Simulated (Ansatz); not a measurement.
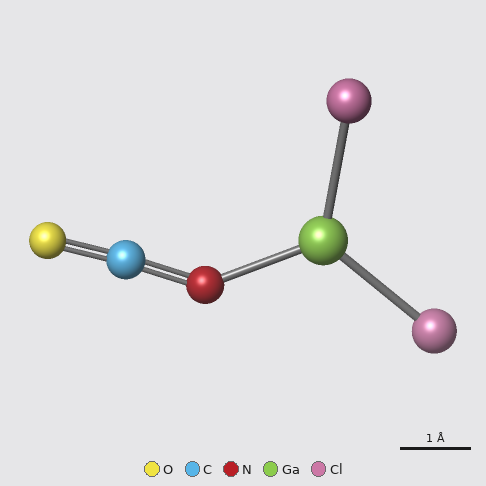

Starting geometry of the run.

Input file:

```yaml
crystal:
  periodic: [false, false, false]
  atoms:
    - {symbol: O, position_ang: [-0.747364, 1.507629, 2.307311]}
    - {symbol: C, position_ang: [-0.635835, 0.720854, 1.460078]}
    - {symbol: N, position_ang: [-0.579625, -0.138440, 0.617481]}
    - {symbol: Ga, position_ang: [0.326229, -0.550296, -0.894670]}
    - {symbol: Cl, position_ang: [-0.151682, -2.338582, -1.898716]}
    - {symbol: Cl, position_ang: [1.830378, 0.734835, -1.637483]}
basis:
  gaussian: {orbitals: x2c-TZVPPall}
hamiltonian: {xc: {name: r2SCAN0}, dispersion: d4}
scf: {lower_state_search: light}
```

It was started with:

```sh
ansatz run in.yaml --threads 4 --pin off --events-out ev --progress --plain --max-ram 10444MiB
```

What the program printed:

```
Functional definition: r2SCAN0
  name "r2SCAN0"
  cite "Bursch, Neugebauer, Ehlert & Grimme, J. Chem. Phys. 156, 134105 (2022) doi:10.1063/5.0086040"
  cite "Furness, Kaplan, Ning, Perdew & Sun, J. Phys. Chem. Lett. 11, 8208 (2020) doi:10.1021/acs.jpclett.0c02405"
  cite "Furness, Kaplan, Ning, Perdew & Sun, J. Phys. Chem. Lett. 11, 9248 (2020) doi:10.1021/acs.jpclett.0c03077"
  parent r2scan
  parameter a = 0.25
  parameter k0 = 0.174
  parameter k1 = 0.065
  parameter a1 = 4.9479
  exchange = (1 - a)*r2scan_x(k0 = k0, k1 = k1, a1 = a1) + a*exact_x
  correlation = r2scan_c
1499 factors; their error is unknown
mean field evaluation 1: about -82588.6831 eV, gradient 5.9e1 eV
mean field evaluation 2: about -82583.7296 eV, gradient 7.9e1 eV
mean field evaluation 4: about -82594.3015 eV, gradient 2.4e0 eV
mean field evaluation 8: about -82594.5755 eV, gradient 2.9e-1 eV
mean field evaluation 16: about -82594.5756 eV, gradient 6.1e-5 eV
mean field -82594.57555495 eV, -3035.2946670304 hartree, gradient 6.2e-5 eV, S^2 0.000000; 0 other end points of the search recorded, 0 dependent functions left out
reference -82594.57556273 eV, -3035.2946673162 hartree; 43, 43 occupied and 182, 182 virtual orbitals, 1499 factors
Total energy: -82594.63587655 eV, -3035.2968838083 hartree
Relativity: scalar
```

The calculation finished and met its thresholds.
